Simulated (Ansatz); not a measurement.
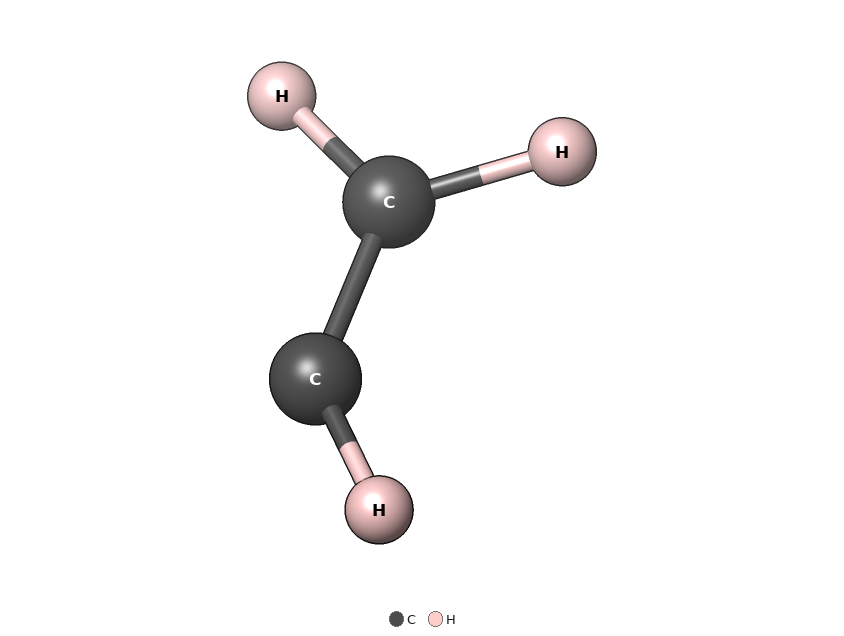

Rendered structure (ball-and-stick style).

Charge 0, doublet.

Identify the structure.

Formula C₂H₃. The point group is Cs. It is an open-shell species. All atoms lie on one plane. Coordination: 1 C bent; 1 C trigonal planar.

More results for the same structure follow; atom numbers are the same in all pictures, views and colours differ. The geometry was computed by an optimisation with PBE0-D4/def2-TZVP.

## Geometry

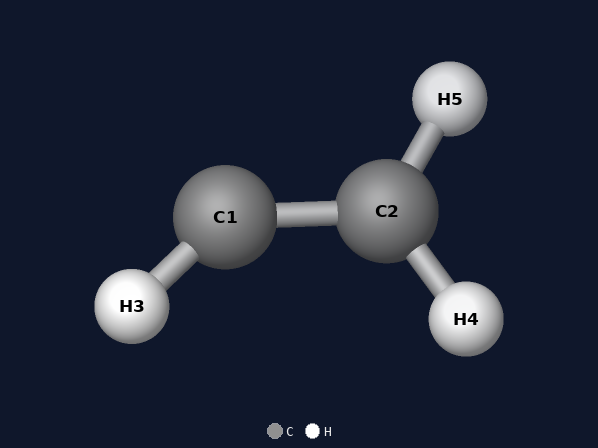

Atoms carry their numbers in the input.

List the bonds and their lengths.

```tsv
bond	length (Å)
C1–C2	1.302
C1–H3	1.080
C2–H4	1.093
C2–H5	1.087
```

## Dipole moment

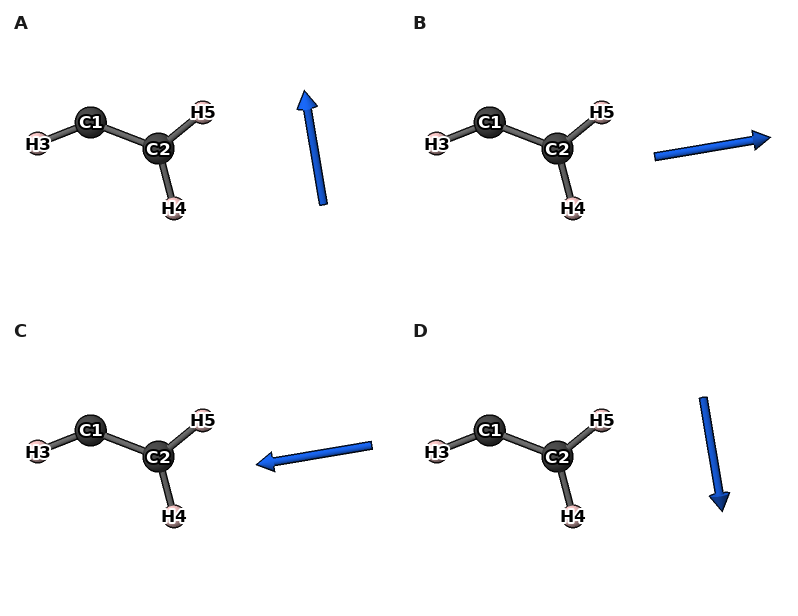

The same molecule four times, each with an arrow. Method: UKS PBE0-D4/def2-TZVP (Ansatz 0.2.0).

Which arrow points along the dipole moment, from the negative to the positive end?

D. The dipole moment is 0.70 D; it points from the side of C1, H5 to the side of H4 (the outermost atoms at the two ends).

## Charges

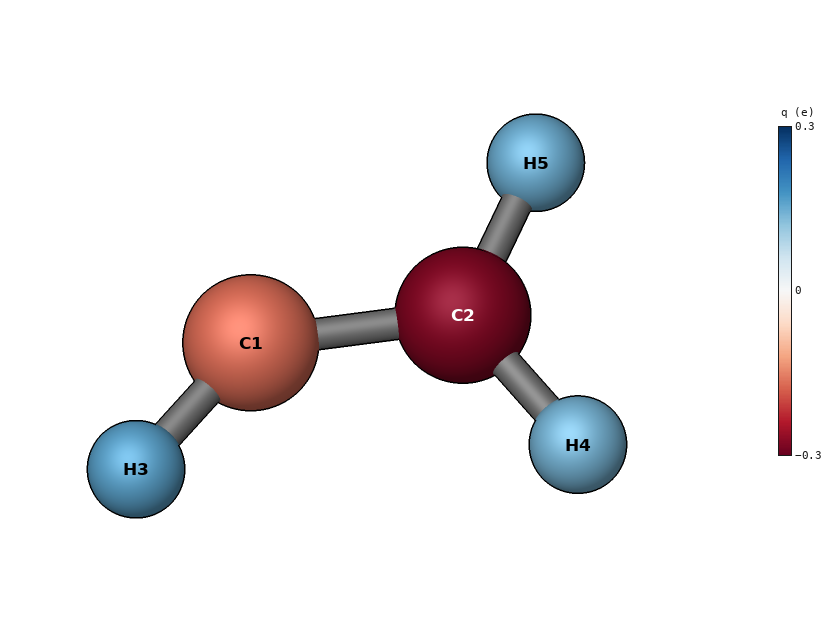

Atoms are coloured by their Mulliken charges. Level of theory: UKS PBE0-D4/def2-TZVP (Ansatz 0.2.0).

Which atom carries the highest charge (most positive or least negative)?

H3 (0.16 e).

And the lowest?

C2 (−0.28 e).

List the Mulliken charges.

| atom | value (e) |
| --- | --- |
| C1 | −0.17 |
| C2 | −0.28 |
| H3 | 0.16 |
| H4 | 0.14 |
| H5 | 0.15 |

## Thermal motion

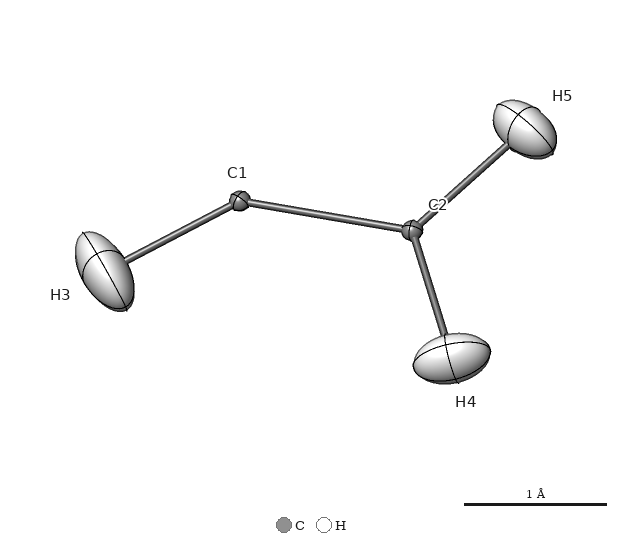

Displacement ellipsoids at the 50 % level, enlarged 1.5 times, from the internal vibrations of the free molecule (harmonic, no overall translation or rotation; no half-axis is drawn under 0.075 Å). Vibrations computed with UKS PBE0-D4/def2-TZVP (Ansatz 0.2.0). Temperature: 400 K.

Which atom has the largest mean-square displacement?

H3, with U_eq = 0.0132 Å².

Does H3 move more along its bond or across it?

Across it: the root-mean-square amplitude is 0.072 Å along the bond and up to 0.142 Å across, since bending and torsion are softer than stretching.

List U_eq and the three principal root-mean-square amplitudes for each kind of atom.

```
atom  U_eq (Å²)   rms amplitudes (Å)
  C1    0.00036  0.017, 0.017, 0.022
  C2    0.00041  0.018, 0.021, 0.021
  H3     0.0132  0.071, 0.119, 0.142
  H4     0.0094  0.072, 0.092, 0.120
  H5     0.0096  0.072, 0.101, 0.116
```

## Vibrations

Harmonic vibrations computed with UKS PBE0-D4/def2-TZVP (Ansatz 0.2.0) at a stationary point of the same level.

List the wavenumbers.

9 modes: 710, 836, 928, 1046, 1388, 1668, 3074, 3170, 3262 cm⁻¹.

Mulliken values depend strongly on the basis set and can even reverse the polarity of a bond.
